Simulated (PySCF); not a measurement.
# C6H7P3: magnetic properties

What do calculations give for the magnetic properties of C6H7P3 (`c1pcpc(C2CC2)p1`)?

Computed with PySCF 2.14.0 and routines of our own; the level stands in each step. Atoms count from 0.

## 1. The starting structure

16 atoms, charge 0, multiplicity 1; geometry from: GFN2-xTB.

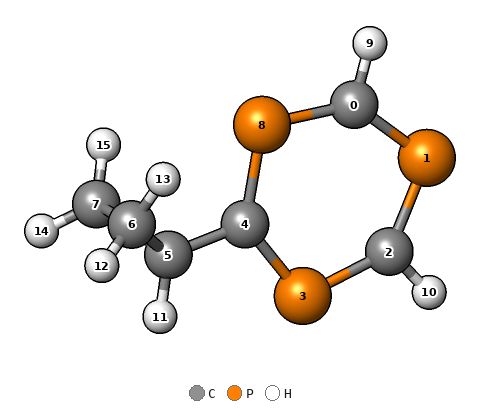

The starting geometry (carbon grey, phosphorus orange, hydrogen white).

## 2. Magnetic properties: GIAO B3LYP/pcSseg-1

Job settings and geometry (Å):

```
{"job": {"kind": "mag", "xc": "B3LYP", "basis": "pcSseg-1", "isotopologues": 0}, "charge": 0, "multiplicity": 1}
C      2.439894     1.041377     0.692752
P      3.629724    -0.008310     0.004880
C      2.716110    -1.227712    -0.811669
P      1.033544    -1.545915    -1.034171
C      0.158521    -0.284662    -0.199235
C     -1.311224    -0.442119    -0.307262
C     -2.205132    -0.069982     0.848257
C     -2.208465     0.766910    -0.382718
P      0.714799     1.094709     0.720650
H      2.877261     1.871709     1.245163
H      3.341013    -1.971905    -1.302280
H     -1.614875    -1.305573    -0.891893
H     -3.058551    -0.698382     1.054210
H     -1.724898     0.326889     1.732593
H     -3.064230     0.725156    -1.039825
H     -1.731089     1.736755    -0.340864
```

Method: GIAO B3LYP/pcSseg-1 magnetisability, rotational g tensor and spin-rotation constants, non-relativistic, gas phase.

Command:

```
OMP_NUM_THREADS=1 python excited_run.py task.json out
```

One launch serves the whole session: the jobs run in the order shown.

Log:

```text
coarse grid: 15728 points
cycle   1  E = -1256.6998695637  dE =  1.398e+00  |g| = 4.906e-01  |ddm| = 4.208e+00
cycle   2  E = -1256.6019636084  dE =  9.791e-02  |g| = 7.589e-01  |ddm| = 1.067e+00
cycle   3  E = -1256.7608755518  dE = -1.589e-01  |g| = 8.606e-02  |ddm| = 8.043e-01
cycle   4  E = -1256.7625402129  dE = -1.665e-03  |g| = 4.129e-02  |ddm| = 1.351e-01
cycle   5  E = -1256.7629528739  dE = -4.127e-04  |g| = 6.828e-03  |ddm| = 4.102e-02
cycle   6  E = -1256.7629598595  dE = -6.986e-06  |g| = 4.300e-03  |ddm| = 1.275e-02
cycle   7  E = -1256.7629646683  dE = -4.809e-06  |g| = 1.756e-03  |ddm| = 6.716e-03
final grid: 140632 points
cycle   8  E = -1256.8278301502  dE = -2.524e-05  |g| = 7.249e-03  |ddm| = 2.365e-02
cycle   9  E = -1256.8277797812  dE =  5.037e-05  |g| = 1.460e-02  |ddm| = 2.338e-02
cycle  10  E = -1256.8278434718  dE = -6.369e-05  |g| = 2.630e-03  |ddm| = 1.801e-02
cycle  11  E = -1256.8278454089  dE = -1.937e-06  |g| = 4.383e-04  |ddm| = 2.788e-03
cycle  12  E = -1256.8278454524  dE = -4.346e-08  |g| = 1.894e-04  |ddm| = 6.418e-04
cycle  13  E = -1256.8278454607  dE = -8.301e-09  |g| = 6.672e-05  |ddm| = 2.246e-04
cycle  14  E = -1256.8278454617  dE = -1.068e-09  |g| = 2.931e-05  |ddm| = 1.037e-04
cycle  15  E = -1256.8278454620  dE = -2.613e-10  |g| = 9.557e-06  |ddm| = 4.028e-05
converged SCF energy = -1256.8278454620

Magnetisability tensor (1e-30 J/T^2)
    -1400.98      -53.47      -27.79
      -53.47    -1679.77      616.06
      -27.79      616.06    -2198.92
isotropic -1759.89   principal values   -2607.89  -1424.33  -1247.44
isotropic susceptibility -105.983 1e-6 cm^3/mol

Inertial axes            a          b          c
rot. const./GHz      2.0712     0.7399     0.5694
chi total           -83.601    -77.299   -157.050
chi diamagnetic    -688.605  -1710.061  -2152.379
chi paramagnetic    605.004   1632.763   1995.329
quadrupole/D A        3.463     -0.582     -2.881
g nuclear            0.5390     0.5485     0.5407
g electronic        -0.5887    -0.5676    -0.5337
g total             -0.0497    -0.0191     0.0070

Spin-rotation constants (kHz, H = +C I.J)
atom  isotope        aa         bb         cc
  1    31P        5.545      2.298      0.581
  3    31P        6.063      1.982      0.679
  8    31P        6.002      2.068      0.613
  9     1H       -0.145      0.105     -0.062
 10     1H        0.035      0.041     -0.063
 11     1H       -0.164      0.013     -0.065
 12     1H       -0.075     -0.069     -0.037
 13     1H       -0.175     -0.031     -0.043
 14     1H       -0.072     -0.070     -0.037
 15     1H       -0.174     -0.029     -0.044
  0    13C*       0.898      0.528      0.051
  4    13C*       1.612      0.403      0.050
  5    13C*       0.325      0.136      0.097
  6    13C*       0.252      0.095      0.141
* in the singly substituted isotopologue
```

It took 37 s on 1 thread of Arm Neoverse V2, shared host; peak memory 0.96 GiB.

In short:

| quantity | value |
| --- | --- |
| magnetisability | -1760·10⁻³⁰ J/T² |
| molar susceptibility | -106.0·10⁻⁶ cm³/mol |
| rotational g (a, b, c) | -0.0497, -0.0191, 0.0070 |

## 3. Magnetic properties: common gauge origin revPBE/cc-pVDZ

The job, as its differences from that of step 2:

```diff
@@ -1,2 +1,2 @@
-{"job": {"kind": "mag", "xc": "B3LYP", "basis": "pcSseg-1", "isotopologues": 0}, "charge": 0, "multiplicity": 1}
+{"job": {"kind": "mag", "xc": "revPBE", "basis": "cc-pVDZ", "gauge": [0, 0, 0]}, "charge": 0, "multiplicity": 1}
 C      2.439894     1.041377     0.692752
```

With the program's defaults for keys left out, this is: common gauge origin revPBE/cc-pVDZ magnetisability, rotational g tensor and spin-rotation constants, non-relativistic, gas phase.

Log:

```text
coarse grid: 15728 points
cycle   1  E = -1256.4417562960  dE =  1.269e+00  |g| = 6.339e-01  |ddm| = 8.352e+00
cycle   2  E = -1256.0026205068  dE =  4.391e-01  |g| = 1.327e+00  |ddm| = 3.368e+00
cycle   3  E = -1256.5519098666  dE = -5.493e-01  |g| = 1.487e-01  |ddm| = 2.344e+00
cycle   4  E = -1256.5574792389  dE = -5.569e-03  |g| = 7.209e-02  |ddm| = 3.670e-01
cycle   5  E = -1256.5586827917  dE = -1.204e-03  |g| = 2.406e-02  |ddm| = 1.400e-01
cycle   6  E = -1256.5586928544  dE = -1.006e-05  |g| = 2.222e-02  |ddm| = 6.853e-02
cycle   7  E = -1256.5588615492  dE = -1.687e-04  |g| = 2.363e-03  |ddm| = 3.959e-02
cycle   8  E = -1256.5588633710  dE = -1.822e-06  |g| = 9.665e-04  |ddm| = 6.753e-03
final grid: 140632 points
cycle   9  E = -1256.5951915953  dE =  3.882e-05  |g| = 2.194e-02  |ddm| = 1.112e-01
cycle  10  E = -1256.5944897484  dE =  7.018e-04  |g| = 5.254e-02  |ddm| = 1.268e-01
cycle  11  E = -1256.5953243198  dE = -8.346e-04  |g| = 5.344e-03  |ddm| = 9.208e-02
cycle  12  E = -1256.5953318752  dE = -7.555e-06  |g| = 1.420e-03  |ddm| = 9.077e-03
cycle  13  E = -1256.5953323373  dE = -4.621e-07  |g| = 7.832e-04  |ddm| = 3.273e-03
cycle  14  E = -1256.5953325557  dE = -2.183e-07  |g| = 6.666e-05  |ddm| = 1.456e-03
cycle  15  E = -1256.5953325568  dE = -1.095e-09  |g| = 3.651e-05  |ddm| = 1.787e-04
cycle  16  E = -1256.5953325571  dE = -3.376e-10  |g| = 2.036e-05  |ddm| = 9.462e-05
converged SCF energy = -1256.5953325571

Magnetisability tensor (1e-30 J/T^2)
    -6195.23     -562.83     -344.57
     -562.83   -12980.32     1894.12
     -344.57     1894.12   -14577.24
isotropic -11250.93   principal values  -15834.38 -11800.83  -6117.58
isotropic susceptibility -677.547 1e-6 cm^3/mol

Inertial axes            a          b          c
rot. const./GHz      2.0712     0.7399     0.5694
chi total          -368.551   -710.521   -953.568
chi diamagnetic    -685.938  -1706.930  -2149.607
chi paramagnetic    317.387    996.409   1196.039
quadrupole/D A        3.785     -1.049     -2.737
g nuclear            0.5390     0.5485     0.5407
g electronic        -0.3088    -0.3464    -0.3199
g total              0.2302     0.2021     0.2208

Spin-rotation constants (kHz, H = +C I.J)
atom  isotope        aa         bb         cc
  1    31P        4.674      2.356      0.637
  3    31P        5.761      1.611      0.558
  8    31P        5.448      1.717      0.462
  9     1H        0.478     -0.036     -0.012
 10     1H        0.155      0.182      0.060
 11     1H       -0.189     -0.092     -0.127
 12     1H       -0.165      0.222      0.133
 13     1H       -0.246     -0.167     -0.210
 14     1H       -0.165      0.225      0.135
 15     1H       -0.243     -0.163     -0.207
  0    13C*       0.750      0.324     -0.085
  4    13C*       0.964      0.253     -0.150
  5    13C*       0.152      0.036      0.003
  6    13C*       0.128      0.073      0.108
* in the singly substituted isotopologue
```

Wall time 29 s (1 thread of Arm Neoverse V2, shared host); peak memory 0.71 GiB.

A normal end doesn't make this result sound: a common gauge origin replaces GIAOs, so the magnetic properties depend on where the origin lies.

## 4. What came out

| quantity | value |
| --- | --- |
| magnetisability (step 2, GIAO B3LYP/pcSseg-1) | -1760·10⁻³⁰ J/T² |
| molar susceptibility (step 2, GIAO B3LYP/pcSseg-1) | -106.0·10⁻⁶ cm³/mol |
| rotational g (a, b, c) (step 2, GIAO B3LYP/pcSseg-1) | -0.0497, -0.0191, 0.0070 |
| runs | 0 failed, 1 ended on unsound input |

**Reading.** The values above hold for this geometry and these levels alone. Vibrational averaging and real surroundings are missing from these values.
